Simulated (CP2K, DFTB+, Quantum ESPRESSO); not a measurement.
# DFTB+ runs on twisted Ti2CO2 MXene bilayer, 38.21° (70 atoms)

How near does DFTB+ come to plane waves for twisted Ti2CO2 MXene bilayer, 38.21° (70 atoms)?

Calculated with DFTB+ 25.1; the method is named at each step.

## (1) Starting point

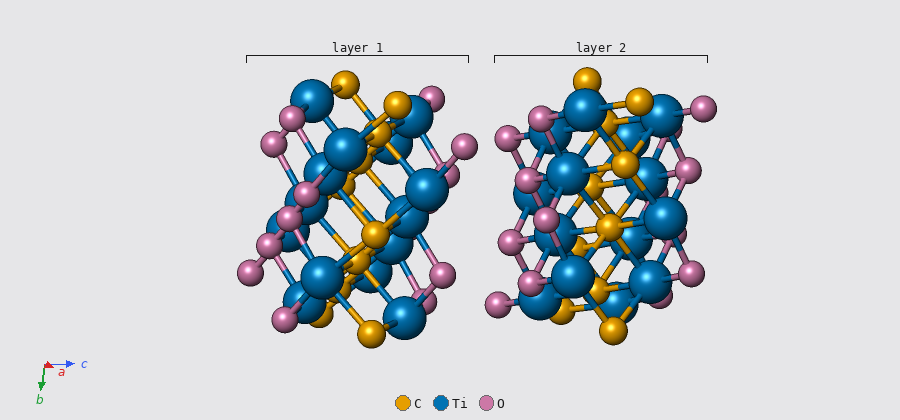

The starting structure, seen from the side, with the c axis across the page (carbon orange, titanium blue, oxygen pink). Some periodic images of atoms are drawn too.

The cell holds 70 atoms: 14 C, 28 Ti and 28 O. Its edges and angles: a = 8.017 Å, b = 8.017 Å, c = 25.590 Å, α = 90.0°, β = 90.0°, γ = 120.0°. It derives from Ti2CO2 (Ti2CO2 MXene). Ti2CO2 MXene (a = 3.03 Å) under Ti2CO2 MXene (a = 3.03 Å), bilayer, commensurate cell of 7 unit cells a layer, twist 38.21 deg; facing planes 2.71 Å apart; 14 Å of vacuum; layers as built, displaced by a Gaussian of 0.01 Å. Then every atom was moved at random, 0.02 Å r.m.s. a Cartesian component. Regions: layer 1, 35 atoms (7 C, 14 Ti and 14 O); layer 2, 35 atoms (7 C, 14 Ti and 14 O). Vacuum lies along c.

Coordinates:

```cif
data_structure
_symmetry_space_group_name_H-M 'P 1'
_symmetry_Int_Tables_number 1
_cell_length_a 8.0166
_cell_length_b 8.0166
_cell_length_c 25.5900
_cell_angle_alpha 90.000
_cell_angle_beta 90.000
_cell_angle_gamma 120.000
_cell_volume 1424.23
loop_
_atom_site_label
_atom_site_type_symbol
_atom_site_fract_x
_atom_site_fract_y
_atom_site_fract_z
_atom_site_occupancy
C1 C 0.99607 0.99827 0.36133 1
Ti2 Ti 0.19259 0.23698 0.40936 1
Ti3 Ti 0.23679 0.04496 0.30988 1
O4 O 0.23888 0.04411 0.44742 1
O5 O 0.18862 0.23586 0.27450 1
C6 C 0.13795 0.42524 0.36080 1
Ti7 Ti 0.33411 0.66172 0.41424 1
Ti8 Ti 0.38126 0.47820 0.30785 1
O9 O 0.37829 0.47483 0.44767 1
O10 O 0.33375 0.66625 0.27372 1
C11 C 0.29007 0.86334 0.36018 1
Ti12 Ti 0.47540 0.09751 0.41162 1
Ti13 Ti 0.51711 0.89800 0.31011 1
O14 O 0.52946 0.90318 0.44668 1
O15 O 0.47772 0.09839 0.27412 1
C16 C 0.42818 0.28876 0.35932 1
Ti17 Ti 0.61640 0.52164 0.41081 1
Ti18 Ti 0.66245 0.32432 0.30799 1
O19 O 0.67357 0.33731 0.44735 1
O20 O 0.61752 0.52301 0.27528 1
C21 C 0.57264 0.71433 0.36106 1
Ti22 Ti 0.76160 0.95182 0.41216 1
Ti23 Ti 0.80971 0.76546 0.30885 1
O24 O 0.80753 0.76289 0.44755 1
O25 O 0.76225 0.95135 0.27423 1
C26 C 0.71299 0.14629 0.35970 1
Ti27 Ti 0.90614 0.37859 0.41195 1
Ti28 Ti 0.94999 0.19327 0.30983 1
O29 O 0.95274 0.18803 0.44656 1
O30 O 0.90690 0.39061 0.27357 1
C31 C 0.86127 0.57590 0.36130 1
Ti32 Ti 0.04916 0.81087 0.41162 1
Ti33 Ti 0.09997 0.62188 0.30762 1
O34 O 0.08681 0.61728 0.44843 1
O35 O 0.04403 0.81127 0.27357 1
C36 C 0.85871 0.28531 0.64049 1
Ti37 Ti 0.61882 0.09648 0.69133 1
Ti38 Ti 0.66982 0.33897 0.58746 1
O39 O 0.67002 0.33275 0.72577 1
O40 O 0.62042 0.10239 0.55248 1
C41 C 0.71399 0.57272 0.64005 1
Ti42 Ti 0.47811 0.38386 0.69067 1
Ti43 Ti 0.52666 0.61742 0.59037 1
O44 O 0.52951 0.62141 0.72596 1
O45 O 0.48619 0.38288 0.55392 1
C46 C 0.43528 0.14298 0.63787 1
Ti47 Ti 0.19127 0.95463 0.69093 1
Ti48 Ti 0.24134 0.19643 0.58861 1
O49 O 0.23769 0.18722 0.72517 1
O50 O 0.19483 0.95235 0.55418 1
C51 C 0.56880 0.86254 0.64128 1
Ti52 Ti 0.32689 0.65887 0.69036 1
Ti53 Ti 0.38342 0.90946 0.58972 1
O54 O 0.37525 0.90496 0.72766 1
O55 O 0.33510 0.66762 0.55206 1
C56 C 0.28832 0.43380 0.63855 1
Ti57 Ti 0.04980 0.24524 0.69160 1
Ti58 Ti 0.09456 0.47688 0.58840 1
O59 O 0.09816 0.48107 0.72629 1
O60 O 0.04781 0.23909 0.55278 1
C61 C 0.00269 0.99876 0.63961 1
Ti62 Ti 0.76478 0.80902 0.69075 1
Ti63 Ti 0.80725 0.04915 0.59035 1
O64 O 0.81417 0.05075 0.72616 1
O65 O 0.75806 0.80845 0.55387 1
C66 C 0.14731 0.71959 0.63802 1
Ti67 Ti 0.89726 0.51918 0.69148 1
Ti68 Ti 0.95173 0.76377 0.58899 1
O69 O 0.94717 0.75889 0.72566 1
O70 O 0.90668 0.51815 0.55380 1
```

The yardstick, on the same geometry:

- method: Kohn-Sham DFT, PBE, SSSP efficiency 1.3.0 pseudopotentials, plane waves (Quantum ESPRESSO 7.5); sssp-pbe-1.3.0-efficiency, cutoffs 60/480 Ry, Γ point
- r.m.s. force component: 0.4611 eV/Å
- longest force: 1.748 eV/Å
- gap (highest filled to lowest empty level): 0.5001 eV
- time: 7.8 min on 4 MPI ranks of Intel Xeon 6975P-C (Granite Rapids), shared host
- CPU time: 31 min

## (2) GFN1-xTB

Method: GFN1-xTB tight binding, diagonalisation.

Contents of dftb_in.hsd:

```
Geometry = GenFormat {
  <<< geo.gen
}
Driver = {}
Hamiltonian = xTB {
  Method = "GFN1-xTB"
  SccTolerance = 1e-06
  MaxSccIterations = 300
  Mixer = Broyden { MixingParameter = 0.05 }
  Filling = Fermi { Temperature [K] = 580 }
  KPointsAndWeights = { 0.0 0.0 0.0 1.0 }
}
Analysis {
  PrintForces = Yes
  MullikenAnalysis = Yes
}
ParserOptions { ParserVersion = 14 }
```

Contents of geo.gen:

```
70 F
C Ti O
1 1 0.99607 0.99827 0.36133
2 2 0.19259 0.23698 0.40936
3 2 0.23679 0.04496 0.30988
4 3 0.23888 0.04411 0.44742
5 3 0.18862 0.23586 0.27450
6 1 0.13795 0.42524 0.36080
7 2 0.33411 0.66172 0.41424
8 2 0.38126 0.47820 0.30785
9 3 0.37829 0.47483 0.44767
10 3 0.33375 0.66625 0.27372
11 1 0.29007 0.86334 0.36018
12 2 0.47540 0.09751 0.41162
13 2 0.51711 0.89800 0.31011
14 3 0.52946 0.90318 0.44668
15 3 0.47772 0.09839 0.27412
16 1 0.42818 0.28876 0.35932
17 2 0.61640 0.52164 0.41081
18 2 0.66245 0.32432 0.30799
19 3 0.67357 0.33731 0.44735
20 3 0.61752 0.52301 0.27528
21 1 0.57264 0.71433 0.36106
22 2 0.76160 0.95182 0.41216
23 2 0.80971 0.76546 0.30885
24 3 0.80753 0.76289 0.44755
25 3 0.76225 0.95135 0.27423
26 1 0.71299 0.14629 0.35970
27 2 0.90614 0.37859 0.41195
28 2 0.94999 0.19327 0.30983
29 3 0.95274 0.18803 0.44656
30 3 0.90690 0.39061 0.27357
31 1 0.86127 0.57590 0.36130
32 2 0.04916 0.81087 0.41162
33 2 0.09997 0.62188 0.30762
34 3 0.08681 0.61728 0.44843
35 3 0.04403 0.81127 0.27357
36 1 0.85871 0.28531 0.64049
37 2 0.61882 0.09648 0.69133
38 2 0.66982 0.33897 0.58746
39 3 0.67002 0.33275 0.72577
40 3 0.62042 0.10239 0.55248
41 1 0.71399 0.57272 0.64005
42 2 0.47811 0.38386 0.69067
43 2 0.52666 0.61742 0.59037
44 3 0.52951 0.62141 0.72596
45 3 0.48619 0.38288 0.55392
46 1 0.43528 0.14298 0.63787
47 2 0.19127 0.95463 0.69093
48 2 0.24134 0.19643 0.58861
49 3 0.23769 0.18722 0.72517
50 3 0.19483 0.95235 0.55418
51 1 0.56880 0.86254 0.64128
52 2 0.32689 0.65887 0.69036
53 2 0.38342 0.90946 0.58972
54 3 0.37525 0.90496 0.72766
55 3 0.33510 0.66762 0.55206
56 1 0.28832 0.43380 0.63855
[... 14 atom lines left out ...]
0.0 0.0 0.0
8.01660 0.00000 0.00000
-4.00830 6.94258 0.00000
0.00000 0.00000 25.59000
```

The run is started by

```
$ OMP_NUM_THREADS=1 dftb+ > output.txt
```

Log:

```text
Reading input file 'dftb_in.hsd'
Parser version: 14
--------------------------------------------------------------------------------
Processed input in HSD format written to 'dftb_pin.hsd'
Starting initialization...
--------------------------------------------------------------------------------
WARNING!
-> Dipole printed for extended system : value printed is not well defined
Mode:                        Static calculation
Self consistent charges:     Yes
SCC-tolerance:                 0.100000E-05
Max. scc iterations:                    300
Shell resolved Hubbard:      Yes
Spin polarisation:           No
Nr. of up electrons:           168.000000
Nr. of down electrons:         168.000000
Periodic boundaries:         Yes
Electronic solver:           Relatively robust
Mixer:                       Broyden mixer
Mixing parameter:                  0.050000
Nr. of chrg. vec. in memory:            300
Max. SCC-cycles:                        300
tblite library version:      0.3.0
-> parametrization:          GFN1-xTB
-> repulsion:                Yes
-> dispersion:               Yes
-> halogen bonding:          Yes
-> electrostatics:           Yes
   -> isotropic:             Yes
   -> anisotropic:           No
   -> third-order:           Yes
Electronic temperature:              0.183675E-02 H      0.499806E-01 eV
Initial charges:             Set automatically (system chrg:   0.000E+00)
Included shells:             C:  s, p
                            Ti:  d, s, p
                             O:  s, p
K-points and weights:           1:  0.000000  0.000000  0.000000     1.000000
K-points in absolute space:     1:  0.000000  0.000000  0.000000
Extra options:
                             Mulliken analysis
                             Force calculation
Force type                   original
--------------------------------------------------------------------------------
***  Geometry step: 0
 iSCC Total electronic   Diff electronic      SCC error
    1   -0.16056572E+03    0.00000000E+00    0.25038123E+01
    2   -0.17039645E+03   -0.16056572E+03    0.20170636E+01
    3   -0.18424312E+03   -0.98307240E+01    0.27183935E+01
    4   -0.19315999E+03   -0.13846673E+02    0.11367803E+01
    5   -0.19307457E+03   -0.89168659E+01    0.10193774E+01
    6   -0.18685451E+03    0.85417704E-01    0.25207054E+01
    7   -0.12934720E+03    0.62200588E+01    0.43087269E+01
    8   -0.12971711E+03    0.57507311E+02    0.43186127E+01
    9   -0.13473174E+03   -0.36991653E+00    0.43133846E+01
   10   -0.18216887E+03   -0.50146236E+01    0.27478804E+01
   11   -0.19027081E+03   -0.47437137E+02    0.12315807E+01
   12   -0.19286175E+03   -0.81019370E+01    0.11911655E+01
[...]
>> Charges saved for restart in charges.bin
[...]
>> Charges saved for restart in charges.bin
[...]
56   -0.19809707E+03    0.51228596E-07    0.28463302E-05
   57   -0.19809707E+03   -0.13731125E-07    0.29432952E-05
   58   -0.19809707E+03    0.14691068E-07    0.13540883E-05
   59   -0.19809707E+03   -0.31115178E-07    0.11536467E-05
>> Charges saved for restart in charges.bin
   60   -0.19809707E+03   -0.12718175E-07    0.87708902E-06
Total Energy:                     -197.9674004164 H        -5386.9671 eV
Extrapolated to 0K:               -197.9768252089 H        -5387.2235 eV
Total Mermin free energy:         -197.9862500013 H        -5387.4800 eV
Force related energy:             -197.9862500013 H        -5387.4800 eV
Volume:                              0.961121E+04 au^3   0.142423E+04 A^3
Pressure:                           -0.818180E-04 au    -0.240717E+10 Pa
```

detailed.out:

```text
Fermi distribution function
Calculation with static geometry
********************************************************************************
 iSCC Total electronic   Diff electronic      SCC error
   60   -0.19809707E+03   -0.12718175E-07    0.87708902E-06
********************************************************************************
 Total charge:     0.00000000
 Atomic gross charges (e)
 Atom           Charge
    1      -0.26649083
    2       0.49256473
    3       0.55253282
    4      -0.40691783
    5      -0.42793619
    6      -0.28637755
    7       0.56635688
    8       0.58927587
    9      -0.40702892
   10      -0.41948358
   11      -0.29007329
   12       0.54671879
[...]
66      -0.28065217
   67       0.57543612
   68       0.52504888
   69      -0.42322385
   70      -0.40793584
Fermi level:                        -0.4608542287 H          -12.5405 eV
Band energy:                      -216.6704189845 H        -5895.9021 eV
TS:                                  0.0188495850 H            0.5129 eV
Band free energy (E-TS):          -216.6892685695 H        -5896.4150 eV
Extrapolated E(0K):               -216.6798437770 H        -5896.1585 eV
Input / Output electrons (q):    336.0000000000    336.0000000000
Energy H0:                        -201.1930720293 H        -5474.7420 eV
Energy SCC:                          3.0959976914 H           84.2464 eV
Total Electronic energy:          -198.0970743379 H        -5390.4957 eV
Repulsive energy:                    0.5369987427 H           14.6125 eV
Halogen correction energy:           0.0000000000 H            0.0000 eV
Total energy:                     -197.9674004164 H        -5386.9671 eV
Extrapolated to 0:                -197.9768252089 H        -5387.2235 eV
Total Mermin free energy:         -197.9862500013 H        -5387.4800 eV
Force related energy:             -197.9862500013 H        -5387.4800 eV
Non-constrained calculation
SCC converged
Total Forces
    1     -0.000560160174      0.007032811003     -0.004558167295
    2     -0.001028653087     -0.004893019036      0.009799766551
    3     -0.001905800759     -0.003567652191     -0.007967552192
    4      0.002967362671      0.006243680584     -0.023923707994
    5     -0.000915398277      0.005677321345      0.018993089894
    6      0.002036359585      0.009660604272     -0.001464453209
    7      0.004232235091     -0.005993680622      0.017513496222
    8      0.003984257582     -0.008285577314     -0.007511646911
    9     -0.003734142661      0.006306033539     -0.020886810252
   10     -0.000618585888      0.000947810510      0.017742819138
   11     -0.001669436827      0.001479802151      0.001309732412
[...]
66      0.002417911681     -0.005523283657      0.010250355733
   67     -0.002912636431      0.000440851286      0.003255049123
   68     -0.000965813592      0.010173708189     -0.012044267589
   69      0.004585741046      0.001784284804     -0.019025271636
   70      0.001286966526      0.000190154544      0.019266731441
Total stress tensor
     -0.000007165577      0.000000076446      0.000000349985
      0.000000076446     -0.000008252774      0.000000952424
      0.000000349985      0.000000952424     -0.000230035507
Total lattice derivs
      0.004518108970      0.002974430131     -0.000570909478
     -0.000056003129      0.006045860537     -0.000697731757
     -0.000069559778     -0.000189294980      0.045719729745
Maximal derivative component:        0.252381E-01 au
Volume:                              0.961121E+04 au^3
Pressure:                           -0.818180E-04 au    -0.240717E+10 Pa
Warning: dipole moment is not defined absolutely!
Dipole moment:    1.81556663   -3.22023198   -0.08815909 au
Dipole moment:    4.61471044   -8.18501394   -0.22407808 Debye
```

Run time: 17 s. Hardware: 1 thread of Intel Xeon 6975P-C (Granite Rapids), shared host; peak memory 0.43 GiB.

Banners, paths, timers and routine set-up lines are dropped from the logs unmarked, and long logs keep their key lines alone; longer cuts are marked.

Against the reference:

| Property | Result |
| --- | --- |
| r.m.s. force component | 0.4943 eV/Å |
| r.m.s. difference of force components | 642.3 meV/Å |
| longest difference of force vectors | 1793 meV/Å |
| force difference over r.m.s. force | 139.3 % |
| slope of forces against the reference's | 0.1043 |
| correlation of force components | 0.09728 |

Length of the force difference by element (eV/Å):

```csv
element,atoms,mean,most
C,14,0.36,0.66
O,28,1.3,1.7
Ti,28,1.1,1.8
```

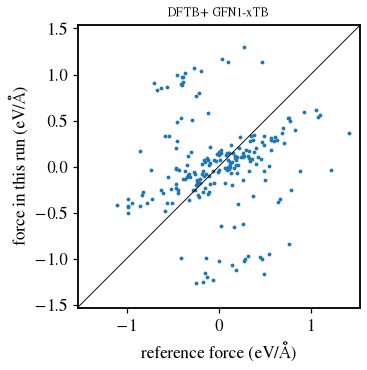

Force components against those of the reference; the line marks equality.

Local excerpt of 9 atoms (numbers count through the whole input) about Ti2, whose charge lies farthest from its element's mean; x, y, z are measured from there.

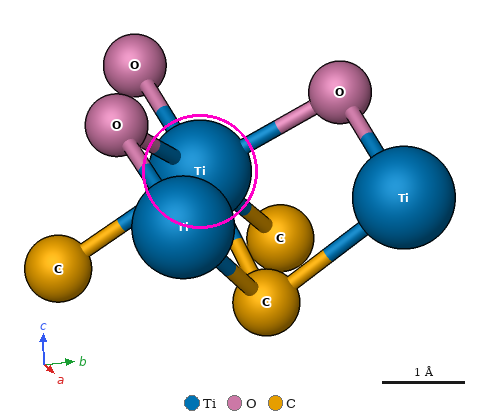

The atoms of the table, within 3.0 Å (arrows a, b, c point along x, y, z); some may hide others; the central atom is ringed.

```
atom      x      y      z  distance (Å)  Mulliken charge (e)     Fx     Fy  Fz (eV/Å)
 Ti2   0.00   0.00   0.00          0.00                 0.49  -0.05  -0.25       0.50
  O9   0.54   1.65   0.98          1.99                -0.41  -0.19   0.32      -1.07
 O29  -1.73  -0.34   0.95          2.00                -0.41  -0.30   0.05      -1.13
  O4   1.14  -1.34   0.97          2.01                -0.41   0.15   0.32      -1.23
 C16   1.68   0.36  -1.28          2.14                -0.28  -0.06   0.09       0.42
  C1  -0.62  -1.66  -1.23          2.15                -0.27  -0.03   0.36      -0.23
  C6  -1.19   1.31  -1.24          2.16                -0.29   0.10   0.50      -0.08
Ti12   2.83  -0.97   0.06          2.99                 0.55   0.06  -0.20       0.76
Ti17   2.26   1.98   0.04          3.00                 0.54   0.56   0.01       0.53
```

Forces lie 139 % from the reference's, at 0.0090 times its CPU time (on 1 against 4 cores).

## (3) Results

* force difference from the reference: DFTB+ GFN1-xTB, 139 %
* its CPU time: 17 s

In words: Tight binding differs by 139 % (DFTB+ GFN1-xTB); it is another model, with fitted parameters of its own, and the xTB methods hold dispersion. One electronic-structure run takes under half the reference's CPU time: DFTB+ GFN1-xTB, at 139 % in 17 s against 31 min, too far off to be of use. Periodic xTB results under one method name differ between programs and library versions (DFTB+ here holds tblite 0.3). The reference's PBE has no dispersion term, which matters for the binding between molecules or layers. The runs have no spin polarisation, so any moments at edges, vacancies or dangling bonds can't form. The electronic-structure runs sample only Γ, in a cell whose shortest periodic width is 7 Å.

[Also dropped from logs without a mark: logging warnings of Python, and SIESTA's first energy breakdown and zero terms.]

[Logs are printed without paths, hosts, clocks, repeated set-up lines and the standing remarks that a program may print on its own settings, such as how far it seeks lower states.]

[Hosts, paths, dates, database ids (printed as entryN), source tags and the programs' standing remarks are cut or masked in the printed files.]
